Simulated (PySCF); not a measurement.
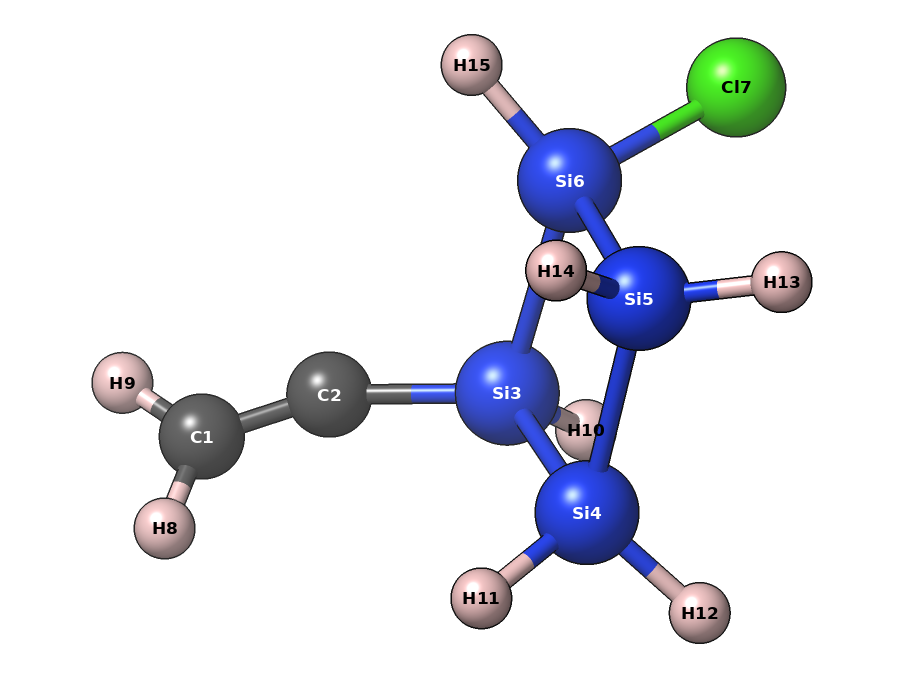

The species is neutral and a spin doublet. The geometry was computed by an optimisation with GFN2-xTB. No frequency run is at hand to confirm it as a minimum. Method: UKS B3LYP, pcH-1 on C Cl H Si, non-relativistic (PySCF 2.14.0). Fermi-contact and spin-dipolar terms alone, no spin-orbit part.

Question: Which nucleus has the largest dipolar (anisotropic) hyperfine coupling?

Answer: 13C at C2: principal values −73.8, −57.1, 130.9 MHz.

List the isotropic and dipolar parts for the most strongly coupled nuclei, one of each equivalent set.

| atom | isotope | a_iso (MHz) | dipolar part (MHz) |
| --- | --- | --- | --- |
| C2 | 13C | 146.5 | −73.8, −57.1, 130.9 |
| Si4 | 29Si | −85.8 | −25.1, 12.1, 12.9 |
| C1 | 13C | −41.3 | −15.2, 3.5, 11.8 |
| Si3 | 29Si | 13.6 | −7.8, −1.7, 9.4 |
| H9 | 1H | 143.4 | −5.3, −3.9, 9.2 |
| H8 | 1H | 173.8 | −4.3, −2.1, 6.5 |
| H10 | 1H | 9.1 | −3.9, −2.5, 6.3 |
| Si6 | 29Si | −39.6 | −5.5, 2.5, 3.0 |

The geometry is semi-empirical. Around Si such bond lengths and angles can be off by a tenth of an ångström or more and by several degrees, and values that hang on the shape move with them.
